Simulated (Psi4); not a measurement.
**TPSSh/aug-cc-pVDZ run of CH5BO (BH2(OMe))**

What is the energy change on altering one bond length of CH5BO (BH2(OMe)) at TPSSh/aug-cc-pVDZ? 

The calculation is run with Psi4 1.11.

1 further run of the same task is left out (set aside as unsound or not needed).

**1. The molecule**

CH5BO: 8 atoms, total charge 0, spin state singlet. As SMILES, `[H]B([H])OC`. The coordinates come from a GFN2-xTB relaxation.

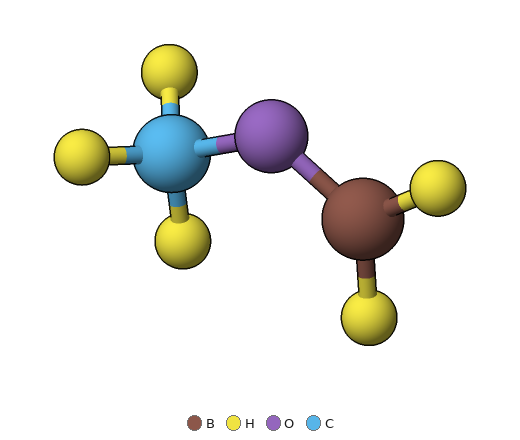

The structure, seen from a chosen angle (boron brown, hydrogen yellow, oxygen purple, carbon blue).

**2. Energy and gradient at TPSSh/aug-cc-pVDZ**

ch5bo.py reads:

```python
import psi4

psi4.set_memory('1600 MB')
psi4.set_num_threads(1)
psi4.set_output_file('run.log', False)

molecule = psi4.geometry("""
0 1
B      0.82318360     1.90157471     1.49420645
H      2.96550941     1.45764025     1.03902812
H      0.22194833     3.54837654     2.84800624
O     -1.05669705     0.58660878     0.51166225
C     -0.77238776    -1.46529364    -1.14702596
H     -1.89783305    -1.10448823    -2.83959696
H     -1.48660975    -3.16933527    -0.22412152
H      1.20286737    -1.75508314    -1.68217750
units au
symmetry c1
no_reorient
no_com
""")

options = {'reference': 'rks', 'puream': True, 'e_convergence': 1e-09, 'd_convergence': 1e-08, 'scf_type': 'pk', 'dft_radial_points': 99, 'dft_spherical_points': 590}
psi4.set_options(options)

e, wfn = psi4.gradient('tpssh/aug-cc-pVDZ', return_wfn=True)
psi4.oeprop(wfn, 'QUADRUPOLE', 'MULLIKEN_CHARGES', 'LOWDIN_CHARGES', title='TPSSH')
print('gradient / Eh bohr^-1')
print(e.np.round(6))
print(f'energy = {wfn.energy():.10f} Eh')
```

Run with:

```sh
python ch5bo.py
```

run.log:

```text
[...]
  Running in c1 symmetry.
[...]
  Nuclear repulsion =   70.900486189169953
[...]
  Multiplicity = 1
[...]
  Nalpha       = 12
  Nbeta        = 12
[...]
    Number of basis functions: 114
[...]
   @RKS iter   1:  -140.98390025726627   -4.61089e-01   6.17865e-03 ADIIS/DIIS
[...]
   @RKS iter  11:  -141.23146996848610   -9.66338e-13   1.28532e-09 DIIS
[...]
    Orbital Energies [Eh]
    ---------------------
    Doubly Occupied:
       1A    -19.098281     2A    -10.182211     3A     -6.706534
       4A     -1.035274     5A     -0.695376     6A     -0.527601
       7A     -0.458349     8A     -0.452210     9A     -0.415468
      10A     -0.346725    11A     -0.316043    12A     -0.285560
[...]
  @RKS Final Energy:  -141.23146996848610
   => Energetics <=
    Nuclear Repulsion Energy =             70.9004861891699534
    One-Electron Energy =                -330.8138449484894181
    Two-Electron Energy =                 136.7772805289077951
    DFT Exchange-Correlation Energy =     -18.0953917380744222
    Empirical Dispersion Energy =           0.0000000000000000
    VV10 Nonlocal Energy =                  0.0000000000000000
    Total Energy =                       -141.2314699684860955
[...]
  -Total Gradient:
     Atom            X                  Y                   Z
    ------   -----------------  -----------------  -----------------
       1       -0.013910531470    -0.009544419088    -0.006741515134
       2       -0.010660618659     0.004659968034     0.004316101029
       3        0.003013064119    -0.011368335654    -0.009490253677
       4        0.025404860850     0.003209188706     0.001510243545
       5       -0.002719484221     0.010904516229     0.008403898721
       6        0.002149868620    -0.000831797199     0.002990850863
       7        0.001610694180     0.003018908826    -0.001627439488
       8       -0.004883362739    -0.000039045396     0.000645788037
[...]
 Multipole Moments:
 ------------------------------------------------------------------------------------
     Multipole            Electronic (a.u.)      Nuclear  (a.u.)        Total (a.u.)
 ------------------------------------------------------------------------------------
 L = 1.  Multiply by 2.5417464519 to convert [e a0] to [Debye]
 Dipole X            :          8.0082783           -7.9661026            0.0421757
 Dipole Y            :         -4.9133529            4.3860921           -0.5272608
 Dipole Z            :         -4.2449432            3.8233129           -0.4216304
 Magnitude           :                                                    0.6764281
 L = 2.  Multiply by 1.3450342976 to convert [e a0^2] to [Debye ang]
 Quadrupole XX       :        -47.7896569           32.0026984          -15.7869585
 Quadrupole XY       :        -19.0357300           19.4652015            0.4294715
[...]
  Mulliken Charges: (a.u.)
   Center  Symbol    Alpha    Beta     Spin     Total
       1     B     2.87247  2.87247  0.00000 -0.74493
       2     H     0.37118  0.37118  0.00000  0.25764
       3     H     0.20918  0.20918  0.00000  0.58163
       4     O     4.23740  4.23740  0.00000 -0.47480
       5     C     2.49414  2.49414  0.00000  1.01173
       6     H     0.59399  0.59399  0.00000 -0.18798
       7     H     0.59210  0.59210  0.00000 -0.18420
       8     H     0.62954  0.62954  0.00000 -0.25909
   Total alpha = 12.00000, Total beta = 12.00000, Total charge =  0.00000
[...]
```

The script printed:

```text
gradient / Eh bohr^-1
[[-1.3911e-02 -9.5440e-03 -6.7420e-03]
 [-1.0661e-02  4.6600e-03  4.3160e-03]
 [ 3.0130e-03 -1.1368e-02 -9.4900e-03]
 [ 2.5405e-02  3.2090e-03  1.5100e-03]
 [-2.7190e-03  1.0905e-02  8.4040e-03]
 [ 2.1500e-03 -8.3200e-04  2.9910e-03]
 [ 1.6110e-03  3.0190e-03 -1.6270e-03]
 [-4.8830e-03 -3.9000e-05  6.4600e-04]]
energy = -141.2314699685 Eh
```

Wall time 50 s (1 thread of Intel Xeon 6975P-C (Granite Rapids), shared host); peak memory 0.7 GiB.

**3. The distorted shape: the energy at TPSSh/aug-cc-pVDZ**

ch5bo.inp reads:

```
memory 1600 mb

molecule system {
  0 1
  B
  H 1 R2
  H 1 R3 2 A3
  O 1 R4 3 A4 2 D4
  C 4 R5 1 A5 3 D5
  H 5 R6 4 A6 1 D6
  H 5 R7 6 A7 4 D7
  H 5 R8 6 A8 7 D8

  R2 = 1.182545
  R3 = 1.172126
  A3 = 122.1684
  R4 = 1.320663
  A4 = 115.33431
  D4 = -179.82068
  R5 = 1.614899
  A5 = 124.94391
  D5 = -179.82087
  R6 = 1.092415
  A6 = 108.59756
  D6 = -126.18546
  R7 = 1.09293
  A7 = 108.78686
  D7 = 118.22132
  R8 = 1.093746
  A8 = 109.46483
  D8 = 119.37276
  symmetry c1
}

set basis aug-cc-pVDZ
set reference rks
set puream true
set e_convergence 1e-09
set d_convergence 1e-08
set scf_type pk
set dft_radial_points 99
set dft_spherical_points 590

energy("tpssh")
```

Run with:

```sh
psi4 -i ch5bo.inp -o ch5bo.out -n 1
```

ch5bo.out:

```text
[...]
  Running in c1 symmetry.
[...]
  Nuclear repulsion =   67.233000469115595
[...]
  Multiplicity = 1
[...]
  Nalpha       = 12
  Nbeta        = 12
[...]
    Number of basis functions: 114
[...]
   @RKS iter   1:  -140.99866543154363   -6.96467e-01   5.75166e-03 DIIS/ADIIS
[...]
   @RKS iter  11:  -141.21750474071482   -1.16529e-12   1.44988e-09 DIIS
[...]
    Orbital Energies [Eh]
    ---------------------
    Doubly Occupied:
       1A    -19.096764     2A    -10.199568     3A     -6.699779
       4A     -0.987161     5A     -0.697983     6A     -0.501259
       7A     -0.437665     8A     -0.433454     9A     -0.408758
      10A     -0.359348    11A     -0.324879    12A     -0.276115
[...]
  @RKS Final Energy:  -141.21750474071482
   => Energetics <=
    Nuclear Repulsion Energy =             67.2330004691155949
    One-Electron Energy =                -323.6972383955569512
    Two-Electron Energy =                 133.2627081190315721
    DFT Exchange-Correlation Energy =     -18.0159749333050563
    Empirical Dispersion Energy =           0.0000000000000000
    VV10 Nonlocal Energy =                  0.0000000000000000
    Total Energy =                       -141.2175047407148156
[...]
 Multipole Moments:
 ------------------------------------------------------------------------------------
     Multipole            Electronic (a.u.)      Nuclear  (a.u.)        Total (a.u.)
 ------------------------------------------------------------------------------------
 L = 1.  Multiply by 2.5417464519 to convert [e a0] to [Debye]
 Dipole X            :          0.0065110           -0.0102249           -0.0037139
 Dipole Y            :          1.6663282           -2.5392191           -0.8728909
 Dipole Z            :         -1.3036159            1.6219906            0.3183747
 Magnitude           :                                                    0.9291473
[...]
```

It took 41 s on 1 thread of Intel Xeon 6975P-C (Granite Rapids), shared host; peak memory 0.68 GiB.

**4. Summary of results**

At TPSSh/aug-cc-pVDZ:

```
                                                         quantity          value
                                        first shape: total energy  -141.23147 Eh
                                       first shape: dipole moment         1.72 D
                                         first shape: HOMO energy       -7.77 eV
                                         first shape: LUMO energy       -0.75 eV
                                       first shape: HOMO–LUMO gap        7.02 eV
                            first shape: largest force on an atom     1.319 eV/Å
                                    distorted shape: total energy  -141.21750 Eh
                                   distorted shape: dipole moment         2.36 D
                                     distorted shape: HOMO energy       -7.51 eV
                                     distorted shape: LUMO energy       -0.53 eV
                                   distorted shape: HOMO–LUMO gap        6.98 eV
energy change with the O4–C5 bond stretched from 1.404 to 1.615 Å       0.380 eV
```

With the O4–C5 bond stretched from 1.404 to 1.615 Å the energy rises by 0.38 eV (36.7 kJ/mol). The first shape isn't relaxed at this level, so the change isn't measured from a minimum. The largest force (first shape) is 1.32 eV/Å: the shape isn't a stationary point for this species at this level.
